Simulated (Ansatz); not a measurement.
System: rock-salt LaTe. Method: HSE06 (plane waves, PAW; Ansatz, an electronic-structure program).

Settings: plane-wave cutoff 460 eV, 8×8×8 k mesh, Fermi–Dirac smearing 0.05 eV, scalar-relativistic PAW data made under PBE.

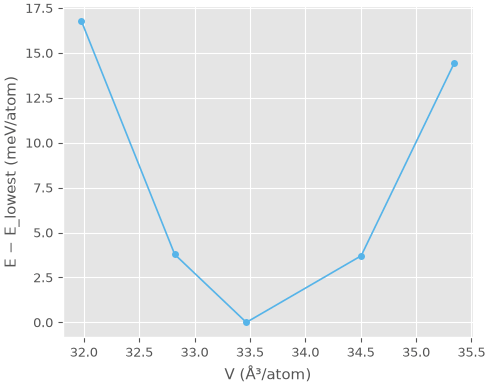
Total energy against volume

**Question.** From the curve, estimate the equilibrium volume and the bulk modulus.

**Answer.** V0 ≈ 33.6 Å³/atom and B0 ≈ 60 GPa; the fit gives V0 = 33.648 Å³/atom, B0 = 59.9 GPa, B′ = 4.4.

Spin–orbit coupling is not included; it can open a gap where bands touch, and shift volumes and moduli.
